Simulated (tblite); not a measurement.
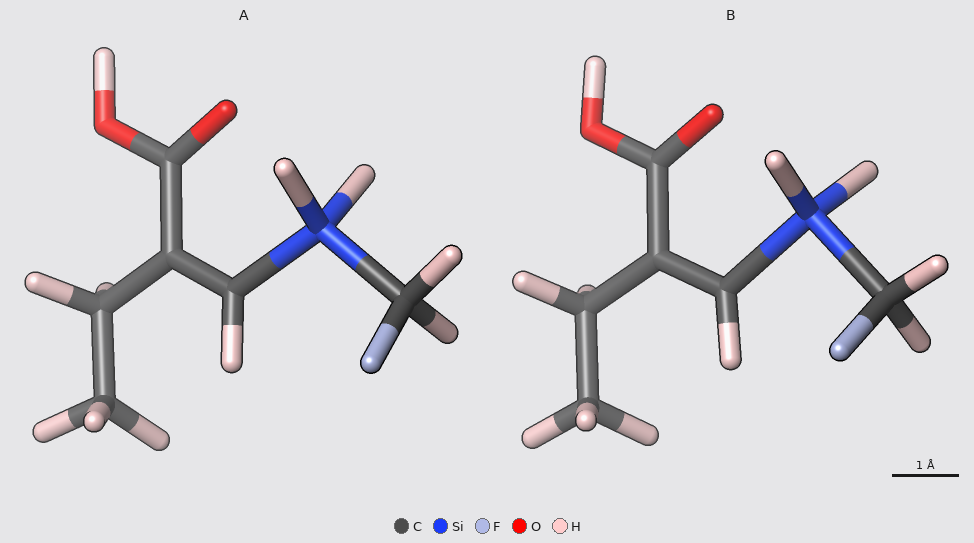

Two geometries of C₆H₁₁FO₂Si, drawn at one scale. One is the start of a relaxation, the other its converged end. Style: stick. Shown at a tilt.

Method: GFN2-xTB geometry optimisation, gas phase in tblite 0.8.0. 

> Which of the two is the end point?

Structure B is the relaxed one. After 82 geometry steps the energy has fallen by 72.6 kJ/mol. The largest move after the best rigid fit is that of the F atom, 0.33 Å. By element the largest moves are F 0.33 Å, H 0.26 Å, Si 0.25 Å, O 0.13 Å, C 0.10 Å. Among the contacts that change: O–Si 2.630 → 2.403 Å, C–Si 1.863 → 1.932 Å, H–O 1.039 → 0.971 Å, C–H 1.143 → 1.087 Å. Among the angles between lasting bonds that change: C–Si–C 112.4° → 100.9°, H–Si–H 108.3° → 118.4°, C–O–H 118.4° → 110.1°.
